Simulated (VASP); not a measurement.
Band structure of Pm (relaxed from the simple-cubic structure, space group Pm-3m). Level of theory: PBEsol GGA, VASP's PBE PAW potentials (set 64) (plane waves; VASP).

The 4f electrons are frozen in the core of the lanthanide potential, so 4f levels, which can set the real gap, and their magnetism are missing.

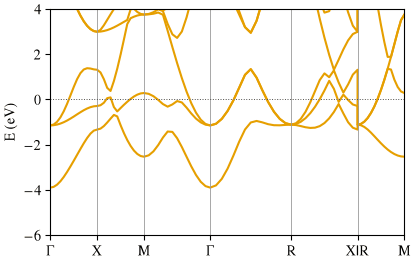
Figure: Bands along high-symmetry lines, zero at the valence-band maximum or, without a gap, the Fermi level

Task: Read the plot: is there a gap, and where are the band edges?

Result: It has no gap at this level: it comes out as a metal or semimetal. (Edges off the drawn lines would not show.)

The structure was generated: Pm was put into the simple-cubic type (Pm-3m), which need not be its known phase. It was relaxed first, which changed the volume by -13 %.
